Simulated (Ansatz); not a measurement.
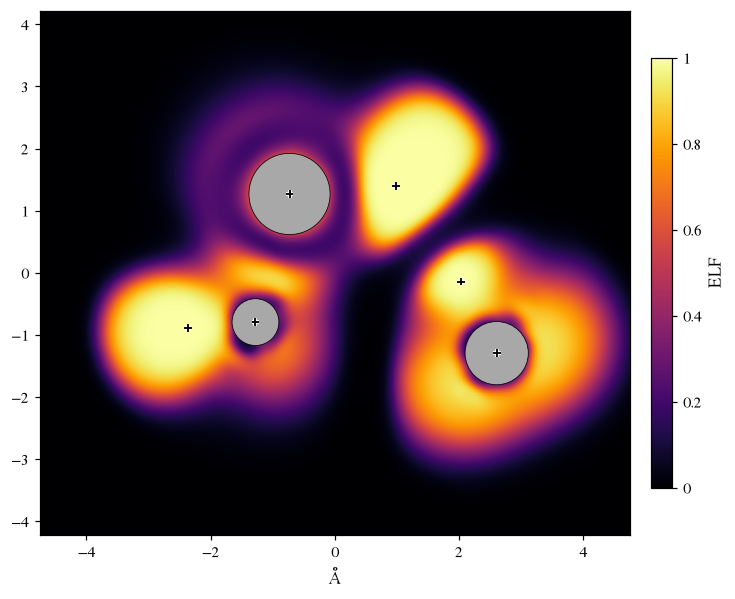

The ELF on a plane through atoms (crosses mark nuclei in the plane; grey discs cover the cores).

These are results of RKS PBE0-D4/def2-TZVPP in Ansatz 0.2.0, not measurements.

Candidates:
A. CH6Sn···HCl
B. Cl3HOSi···HF
C. H6N2Si···HCl

Q: Which candidate gave the map?

A: Candidate A: CH6Sn···HCl on the plane of atoms C2, Sn1 and H4, which holds Sn, C, H and Cl. H4···H6 (1.86 Å): the ELF dips to about 0.10 between them. C–Sn (2.13 Å): the ELF peaks at about 0.90 in the valence shell of C, 0.7 Å from its nucleus, and drops to about 0.20 between the two atoms.
